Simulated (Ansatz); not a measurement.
Fields on a plane of ZrGeSe (space group P4/nmm)

```xyz
6
Lattice="3.6827 0.0000 0.0000 0.0000 3.6827 0.0000 0.0000 0.0000 8.2580" Properties=species:S:1:pos:R:3 pbc="T T T"
Zr     0.0000     1.8414     6.0849
Zr     1.8414     0.0000     2.1731
Ge     0.0000     0.0000     0.0000
Ge     1.8414     1.8414     0.0000
Se     1.8414     0.0000     5.1206
Se     0.0000     1.8414     3.1374
```

The slice is a (010) plane (indices of the conventional cell) through the point (0.000, 0.500, 0.737) (fractional), spanned by u = [100] and v = [001] in vectors of this cell: u (3.68 Å) and v (8.26 Å, at 90° to u). It covers one period; positions are fractions (u, v).

Atoms on it: Zr at (0.00, 0.00); Ge at (0.50, 0.26); Se at (0.00, 0.64).

These are PBEsol (plane waves to 420 eV, PAW, scalar-relativistic; Ansatz, a quantum-chemistry and plane-wave program) values and carry that method's errors. k mesh 13×13×6. Inside the PAW spheres the values are not all-electron values, and peaks at nuclei hang on which shells count as valence. ZrGeSe is run without spin polarisation. ZrGeSe was relaxed with its symmetry unable to fall.

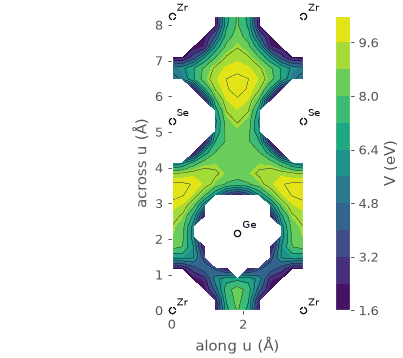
*Electrostatic potential energy of an electron, from the cell's mean, in eV, one period of the plane, atoms marked. Points within 1 Å of a nucleus are left white, as the pseudised field means little there. Values under 2 eV are set to 2. The zero, the cell's mean, hangs on the PAW cores.*

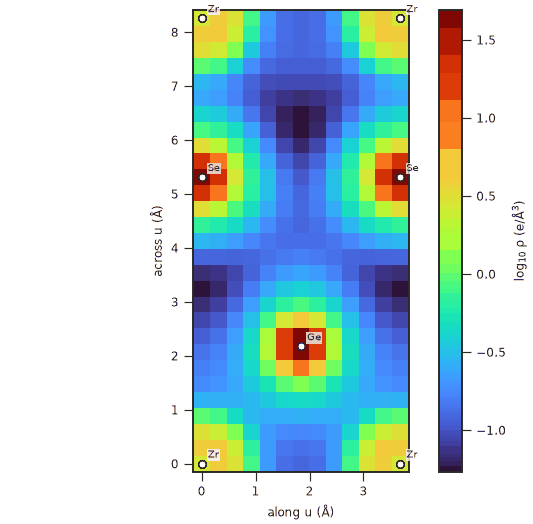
Figure. Log₁₀ of the valence density in e/Å³, one period of the plane, atoms marked. The scale is logarithmic, as a density can span decades between atoms and voids.
